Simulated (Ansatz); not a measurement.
Three curves of one kind of scan: energy against volume (even scaling of the relaxed cell, symmetry kept). Calculation: PBE (plane waves to 420 eV, PAW, scalar-relativistic; Ansatz, a program for electronic structure). Each is measured from its own zero (the relaxed starting cell). 

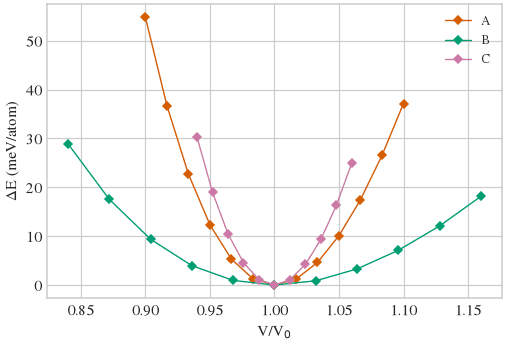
*Curves A, B and C.*

```json
[
 {"V/V₀": "0.940", "ΔE (meV/atom)": "30"},
 {"V/V₀": "0.964", "ΔE (meV/atom)": "10"},
 {"V/V₀": "0.988", "ΔE (meV/atom)": "1"},
 {"V/V₀": "1.012", "ΔE (meV/atom)": "1"},
 {"V/V₀": "1.036", "ΔE (meV/atom)": "9"},
 {"V/V₀": "1.060", "ΔE (meV/atom)": "25"}
]
```

**Question.** Which curve does this table belong to?

**Answer.** Curve C, which is V (bcc, W type). The others: A is GaAs (zinc blende); B is Li (bcc, W type).

All were relaxed with their symmetry unable to fall. The PAW data are Ansatz's earlier set. V is run without spin polarisation.

(Under strain, the slope of the energy per volume gives the stress and its curvature an elastic modulus.)
